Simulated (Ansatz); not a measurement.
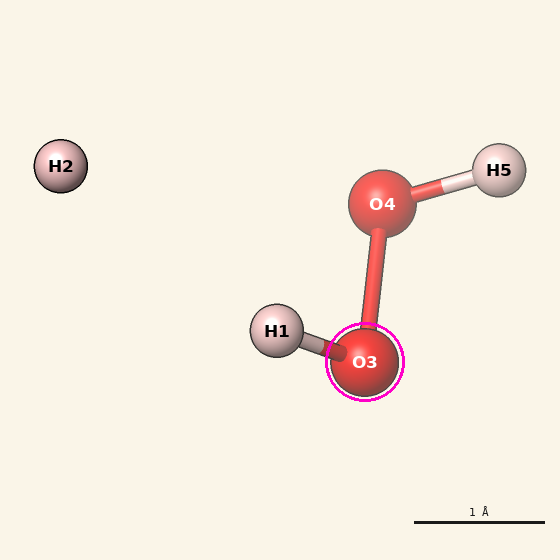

Orthographic view. Distant atoms are faded towards the background colour. State: neutral, doublet. The geometry was computed by an optimisation with PBE0-D4/def2-TZVP.

Q: Name the neighbours of the circled atom.

A: The circled atom is O3; it is bonded to H1, O4.

Q: Which two atoms are farthest apart in space?

A: H2 and H5, 4.05 Å.

Q: Which atom is nearest the viewer?

A: H2, 1.5 Å in front of the mean position.

Q: Of H1 and O3, which is nearer the viewer?

A: H1; the bond to O3 points away from the viewer, so it looks shorter than its 0.97 Å.
